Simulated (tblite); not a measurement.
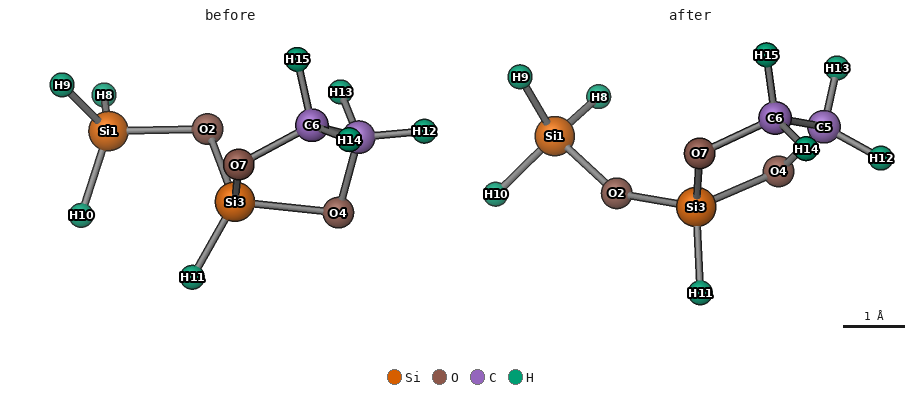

The structure of C2H8O3Si2 before (left) and after (right) a relaxation, at one scale.

Style: ball-and-stick. Shown at a tilt.

Level of theory: tblite, GFN2-xTB geometry optimisation, gas phase. 

What changed between the two?

Answer. O2 moves most after the best rigid fit: 1.39 Å. Largest moves by element: O 1.39 Å, H 1.00 Å, Si 0.25 Å, C 0.21 Å. Near-neighbour distances that change, for instance: Si3–O4 1.735 → 1.634 Å, Si1–O2 1.711 → 1.627 Å, Si3–O7 1.718 → 1.634 Å, C5–C6 1.472 → 1.551 Å. Among the angles between lasting bonds that change: Si1–O2–Si3 115.0° → 152.0°, Si3–O4–C5 96.1° → 112.1°, O2–Si3–H11 116.4° → 105.7°. Groups turn about O2–Si3 by about 155°, Si1–O2 by about 150°, Si3–O4 by about 60°. The energy falls by 1.214 eV in 79 geometry steps. Cost: 0.35 s on 1 thread of AMD EPYC 9B45, with other jobs on the host.
